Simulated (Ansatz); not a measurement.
**CH2BClO: molecular dynamics**

Aim: follow the molecule's vibrations and see whether its bonds hold. The start is relaxed first. Runs: 40 steps of 2 fs at constant energy, with velocities drawn for 300 K. SMILES of the start: O=CBCl.

Program: Ansatz 0.2.0. Level of theory: RKS revPBE-D4/6-31G*. These are calculated values, not measurements.

## (1) The structure to begin with

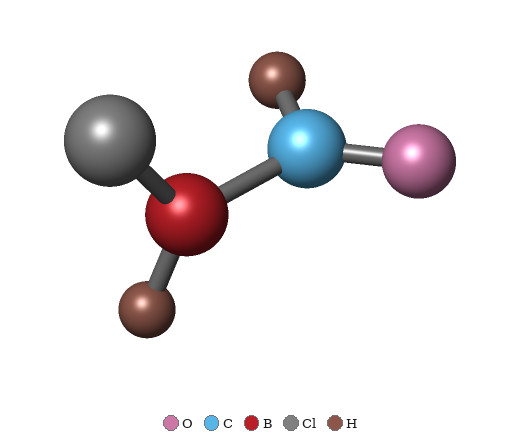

Start, viewed from a chosen angle; oxygen pink, carbon blue, boron red, chlorine grey, hydrogen brown.

As a file:

```xyz
6

O     1.2960   -0.7287   -1.1555
C     0.7640   -0.2908   -0.1676
B    -0.6611    0.3763    0.0390
Cl   -1.9427   -0.5694    0.5656
H     1.3338   -0.3233    0.8018
H    -0.7900    1.5359   -0.0833
```

## (2) Preparing the start

File input.yaml:

```yaml
crystal:
  periodic: [false, false, false]
  atoms:
    - { symbol: O, position_ang: [1.29599, -0.7287, -1.15545] }
    - { symbol: C, position_ang: [0.76401, -0.2908, -0.16763] }
    - { symbol: B, position_ang: [-0.66106, 0.37626, 0.03897] }
    - { symbol: Cl, position_ang: [-1.94271, -0.56936, 0.5656] }
    - { symbol: H, position_ang: [1.33376, -0.32329, 0.80178] }
    - { symbol: H, position_ang: [-0.78999, 1.53589, -0.08327] }
basis:
  gaussian: { orbitals: "6-31G*" }
hamiltonian:
  xc: revpbe
  dispersion: d4
relax:
  f_tol: 0.02
  max_steps: 40
scf:
  lower_state_search: "off"
```

Launch:

```
$ ansatz run input.yaml --threads 1 --pin off --max-ram 2048MiB --backend cpu --events-out ev --progress --plain --runs-dir out
```

The log of the run, shortened:

```text
Warning: RAYON_NUM_THREADS=1 ignored (pool sized by the plan → 1); use --threads N
[...]
Functional definition: revPBE
[...]
754 factors; their error is unknown
[...]
mean field -16311.39638566 eV, -599.4327609115 hartree, gradient 9.4e-6 eV, S^2 0.000000; 0 other end points of the search recorded, 0 dependent functions left out
[...]
reference -16311.39641222 eV, -599.4327618875 hartree; 19, 19 occupied and 49, 49 virtual orbitals, 754 factors
relax step   1: F+E_penalty+E_count = -16311.72709698 eV  Δ(F+E_penalty+E_count) = +0.000e0 eV  max|allowed force component| = 1.917e0 eV/Å  Δτ_max = 0.0000 Å  (17 SCF iters, accepted)
[...]
relax step   4: F+E_penalty+E_count = -16311.87599890 eV  Δ(F+E_penalty+E_count) = +5.505e-3 eV  max|allowed force component| = 9.912e-1 eV/Å  Δτ_max = 0.0635 Å  (20 SCF iters, rejected (line search))
[...]
relax step   7: F+E_penalty+E_count = -16311.94373665 eV  Δ(F+E_penalty+E_count) = -1.451e-2 eV  max|allowed force component| = 4.323e-1 eV/Å  Δτ_max = 0.0716 Å  (20 SCF iters, accepted)
[...]
relax step  10: F+E_penalty+E_count = -16311.96141494 eV  Δ(F+E_penalty+E_count) = -1.310e-3 eV  max|allowed force component| = 7.543e-2 eV/Å  Δτ_max = 0.0484 Å  (20 SCF iters, accepted)
[...]
relax step  12: F+E_penalty+E_count = -16311.96186830 eV  Δ(F+E_penalty+E_count) = -4.534e-4 eV  max|allowed force component| = 3.148e-2 eV/Å  Δτ_max = 0.0155 Å  (21 SCF iters, accepted)
[...]
relax step  13: F+E_penalty+E_count = -16311.96188138 eV  Δ(F+E_penalty+E_count) = -1.308e-5 eV  max|allowed force component| = 1.926e-2 eV/Å  Δτ_max = 0.0046 Å  (22 SCF iters, accepted)
Total energy: -16311.96190757 eV, -599.4535434582 hartree
Atom 0 at     1.079652    -0.519228    -1.164179 Å, force    -0.006621     0.001302    -0.004609 eV/Å
Atom 1 at     0.820865    -0.252664     0.017198 Å, force    -0.005851     0.011048    -0.015178 eV/Å
Atom 2 at    -0.618038     0.401298     0.081336 Å, force     0.019263    -0.009271     0.008932 eV/Å
Atom 3 at    -1.979734    -0.613633     0.552031 Å, force    -0.004717    -0.000042    -0.001056 eV/Å
Atom 4 at     1.530350    -0.523624     0.842644 Å, force    -0.006688     0.003039     0.012780 eV/Å
Atom 5 at    -0.833095     1.507851    -0.329030 Å, force     0.004614    -0.006076    -0.000869 eV/Å
Dipole moment:     0.081895     0.131406     0.325461 e Å
Checks for a lower state left out: stability, starts, cluster_reference, orbital_swaps, neighbouring_geometries, increment
```

Wall time 21 s (1 thread of Arm Neoverse V2, shared host); peak memory 0.14 GiB.

Relaxation path:

| step | energy from step 1 (eV) | largest force component (eV/Å) |
| --- | --- | --- |
| 1 | 0.0000 | 1.9170 |
| 2 | -0.1072 | 0.9002 |
| 3 | -0.1544 | 0.5363 |
| 4x | -0.1489 | 0.9912 |
| 5 | -0.1784 | 0.2916 |
| 6 | -0.2021 | 0.2848 |
| 7 | -0.2166 | 0.4323 |
| 8 | -0.2282 | 0.3521 |
| 9 | -0.2330 | 0.2440 |
| 10 | -0.2343 | 0.0754 |
| 11x | -0.2330 | 0.1675 |
| 12 | -0.2348 | 0.0315 |
| 13 | -0.2348 | 0.0193 |

Step 1 is the start. 2 steps were tried and not accepted (marked x).

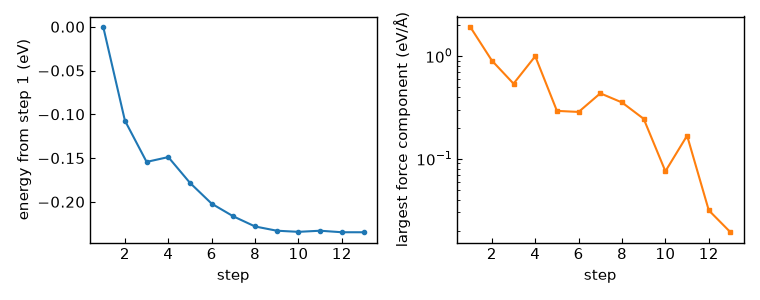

Energy and largest force along the relaxation.

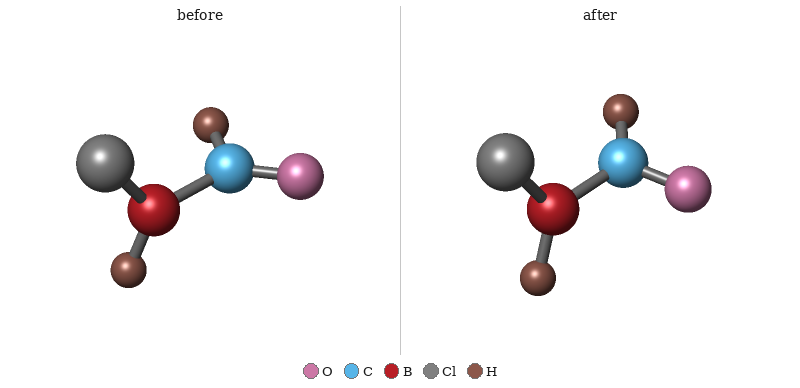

The structure before (left) and after (right), drawn at the same scale.

After: Bond lengths: O1–C2 1.238 Å, C2–B3 1.582 Å, B3–Cl4 1.762 Å, C2–H5 1.122 Å, B3–H6 1.200 Å. Angles: O1–C2–B3 108.5°, O1–C2–H5 121.2°, B3–C2–H5 130.2°, C2–B3–Cl4 118.4°, C2–B3–H6 122.0°, Cl4–B3–H6 119.0°.

## (3) Dynamics

40 steps of 2 fs at constant energy, with velocities drawn for 300 K, from the relaxed start.

File input.yaml:

```yaml
crystal:
  periodic: [false, false, false]
  atoms:
    - { symbol: O, position_ang: [1.079652, -0.519228, -1.164179] }
    - { symbol: C, position_ang: [0.820865, -0.252664, 0.017198] }
    - { symbol: B, position_ang: [-0.618038, 0.401298, 0.081336] }
    - { symbol: Cl, position_ang: [-1.979734, -0.613633, 0.552031] }
    - { symbol: H, position_ang: [1.53035, -0.523624, 0.842644] }
    - { symbol: H, position_ang: [-0.833095, 1.507851, -0.32903] }
basis:
  gaussian: { orbitals: "6-31G*" }
hamiltonian:
  xc: revpbe
  dispersion: d4
md:
  timestep: 2.0
  n_steps: 40
  ensemble: nve
  temperature: 300.0
  initial_velocities: maxwell_boltzmann
  seed: 804585
scf:
  lower_state_search: "off"
```

Launch:

```
$ ansatz run input.yaml --threads 1 --pin off --max-ram 2048MiB --backend cpu --events-out ev --progress --plain --runs-dir out
```

The log of the run, shortened:

```text
Warning: RAYON_NUM_THREADS=1 ignored (pool sized by the plan → 1); use --threads N
[...]
[... 1 set-up line as earlier in the session ...]
[...]
754 factors; their error is unknown
[...]
mean field -16311.62867988 eV, -599.4412975666 hartree, gradient 4.4e-6 eV, S^2 0.000000; 0 other end points of the search recorded, 0 dependent functions left out
[...]
reference -16311.62870586 eV, -599.4412985214 hartree; 19, 19 occupied and 49, 49 virtual orbitals, 754 factors
md step     0: t =     0.00 fs  T =   300.0 K  F+E_penalty+E_count = -16311.96186646 eV  E_kin = 0.155112 eV  conserved = -16311.80675446 eV  (17 SCF iters)
[...]
md step    10: t =    20.00 fs  T =   182.0 K  F+E_penalty+E_count = -16311.89883049 eV  E_kin = 0.094112 eV  conserved = -16311.80471801 eV  (21 SCF iters, 5 dispersion substeps)
[...]
md step    40: t =    80.00 fs  T =   168.5 K  F+E_penalty+E_count = -16311.89191155 eV  E_kin = 0.087136 eV  conserved = -16311.80477514 eV  (21 SCF iters, 5 dispersion substeps)
Total energy: -16311.89193715 eV, -599.4509720927 hartree
Atom 0 at     1.290649    -0.384011    -1.165265 Å, force     0.277497     0.247375    -0.682311 eV/Å
Atom 1 at     0.757945    -0.373329    -0.058087 Å, force    -0.274533    -0.695402     0.206727 eV/Å
Atom 2 at    -0.689065     0.281176    -0.043755 Å, force     0.747153     0.728063    -0.279409 eV/Å
Atom 3 at    -2.022504    -0.578096     0.627184 Å, force    -0.611441    -0.421688     0.277241 eV/Å
Atom 4 at     1.204674    -1.008263     0.744233 Å, force     0.047661     0.117676     0.450180 eV/Å
Atom 5 at    -0.840751     1.322560    -0.617861 Å, force    -0.186337     0.023975     0.027572 eV/Å
Dipole moment:    -0.083455     0.024895     0.305442 e Å
Checks for a lower state left out: stability, starts, cluster_reference, orbital_swaps, neighbouring_geometries, increment
```

It took 41 s on 1 thread of Arm Neoverse V2, shared host; peak memory 0.088 GiB.

## (4) What the atoms did

The trajectory, every 3 steps (energies from step 0):

| time (fs) | T (K) | potential energy change (meV/atom) | total energy change (meV/atom) |
| --- | --- | --- | --- |
| 0.0 | 300 | 0.0 | 0.00 |
| 6.0 | 151 | 13.3 | 0.53 |
| 12.0 | 166 | 11.9 | 0.30 |
| 18.0 | 194 | 9.5 | 0.32 |
| 24.0 | 154 | 13.0 | 0.44 |
| 30.0 | 173 | 11.3 | 0.35 |
| 36.0 | 128 | 15.3 | 0.41 |
| 42.0 | 116 | 16.3 | 0.51 |
| 48.0 | 190 | 9.7 | 0.22 |
| 54.0 | 123 | 15.8 | 0.58 |
| 60.0 | 202 | 8.6 | 0.18 |
| 66.0 | 119 | 16.1 | 0.51 |
| 72.0 | 171 | 11.4 | 0.33 |
| 78.0 | 197 | 9.1 | 0.25 |
| 80.0 | 169 | 11.7 | 0.33 |

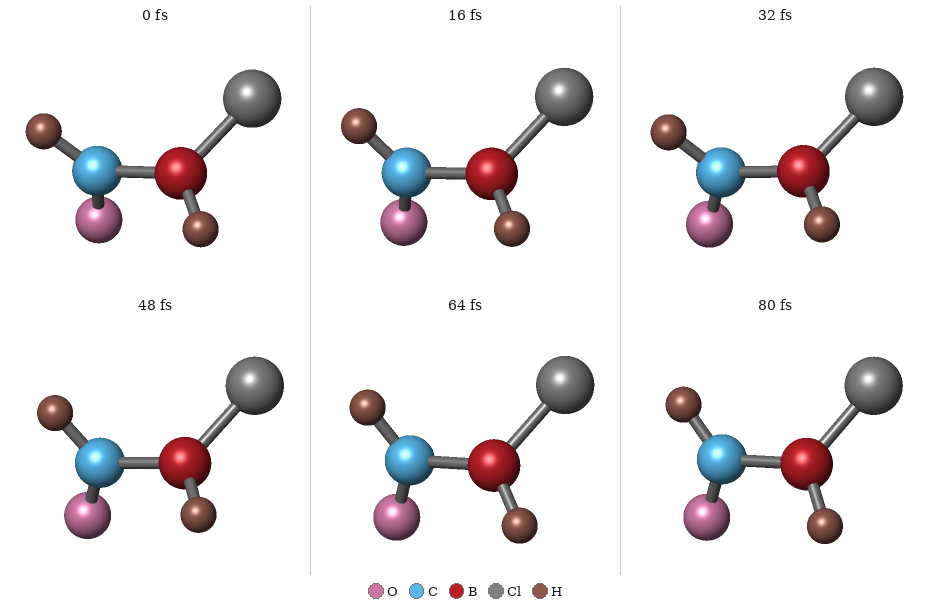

The system at six times, viewed from a chosen angle. Sticks join atoms within a bonding distance in each frame.

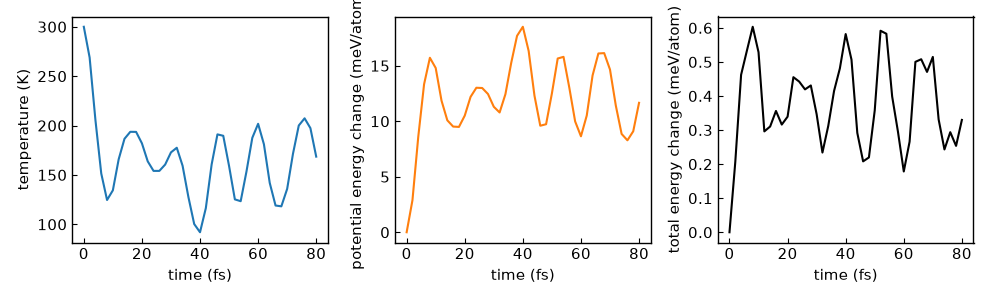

Time series of the run, each on its own scale.

## (5) Snapshots as a file

Extended XYZ, with forces in eV/Å:

```xyz
6
time_fs=10.0 T=134 dE=0.0888
O     1.138   -0.520   -1.178   -0.032    0.190   -0.073
C     0.831   -0.246   -0.011    0.056   -0.505    0.148
B    -0.593    0.421    0.071   -1.289   -0.712    0.455
Cl   -2.012   -0.619    0.569    0.978    0.391   -0.240
H     1.461   -0.614    0.847   -0.015    0.202   -0.049
H    -0.951    1.497   -0.266    0.301    0.433   -0.241
6
time_fs=20.0 T=182 dE=0.0630
O     1.194   -0.512   -1.193   -0.131    0.188    0.457
C     0.832   -0.268   -0.035   -0.778   -0.055    0.100
B    -0.662    0.410    0.084    0.967   -0.596   -0.141
Cl   -2.021   -0.614    0.581    0.302    0.347   -0.138
H     1.452   -0.574    0.866   -0.019    0.086   -0.311
H    -0.791    1.539   -0.296   -0.341    0.029    0.032
6
time_fs=30.0 T=173 dE=0.0678
O     1.241   -0.492   -1.190   -0.546    0.005   -0.174
C     0.781   -0.293   -0.060    0.926    0.212    0.226
B    -0.670    0.362    0.083    0.454    0.310   -0.498
Cl   -2.022   -0.601    0.589   -0.358   -0.219    0.151
H     1.477   -0.498    0.812   -0.430   -0.062    0.149
H    -0.840    1.510   -0.275   -0.045   -0.247    0.146
6
time_fs=40.0 T=92 dE=0.1111
O     1.262   -0.474   -1.192    0.171   -0.178    0.022
C     0.777   -0.300   -0.073    0.256    0.116    0.453
B    -0.645    0.323    0.048   -1.108    0.882   -0.085
Cl   -2.030   -0.593    0.600   -0.091   -0.467    0.103
H     1.312   -0.530    0.903    0.322   -0.242   -0.364
H    -0.946    1.468   -0.203    0.451   -0.111   -0.129
6
time_fs=50.0 T=159 dE=0.0750
O     1.285   -0.461   -1.192   -0.305    0.348    0.079
C     0.796   -0.303   -0.064   -0.097   -0.785   -0.317
B    -0.681    0.335    0.011    0.765    0.380    0.339
Cl   -2.041   -0.596    0.614    0.079    0.008   -0.177
H     1.357   -0.736    0.811   -0.135    0.238    0.225
H    -0.791    1.500   -0.281   -0.306   -0.189   -0.148
6
time_fs=60.0 T=202 dE=0.0519
O     1.296   -0.433   -1.192   -0.075   -0.031   -0.046
C     0.802   -0.352   -0.065   -0.662    0.486    0.122
B    -0.669    0.367    0.000    0.283   -0.857    0.089
Cl   -2.049   -0.599    0.623    0.592    0.479   -0.281
H     1.328   -0.785    0.827   -0.002   -0.084    0.051
H    -0.849    1.444   -0.495   -0.134    0.007    0.064
6
time_fs=70.0 T=136 dE=0.0879
O     1.298   -0.405   -1.187   -0.237   -0.173    0.517
C     0.773   -0.376   -0.061    0.212    0.562   -0.305
B    -0.643    0.345   -0.009   -1.006   -0.855   -0.152
Cl   -2.042   -0.591    0.625    0.567    0.192   -0.005
H     1.245   -0.854    0.831    0.162   -0.229   -0.008
H    -0.981    1.305   -0.614    0.302    0.502   -0.047
6
time_fs=80.0 T=169 dE=0.0700
O     1.291   -0.384   -1.165    0.278    0.247   -0.682
C     0.758   -0.373   -0.058   -0.275   -0.695    0.207
B    -0.689    0.281   -0.044    0.747    0.728   -0.279
Cl   -2.022   -0.578    0.627   -0.611   -0.422    0.277
H     1.205   -1.008    0.744    0.048    0.118    0.450
H    -0.841    1.323   -0.618   -0.186    0.024    0.028
```

## (6) Outcome

| quantity | value |
| --- | --- |
| relaxation of the start | 10 moves, 0.235 eV lower |
| length | 40 steps of 2 fs |
| temperature, first and last step | 300 and 169 K |
| temperature, second half | mean 159 K, from 92 to 207 K |
| potential energy, second half | +13 meV/atom from the start |
| largest change of the total energy | 0.60 meV/atom |
| bonds formed or broken | 0 |

What this shows: The temperature starts at 300 K and averages 159 K in the second half, where it ranges from 92 to 207 K; a mean near half the start is what vibrations about a minimum give, since they share energy equally between motion and strain. The total energy strays from its start by at most 0.60 meV/atom, 4.2 % of the mean kinetic energy, fair for a step of 2 fs. No bond forms or breaks. Averages from a run of 80 fs with 6 atoms are rough. The nuclei move classically, without zero-point motion, which matters most for hydrogen.
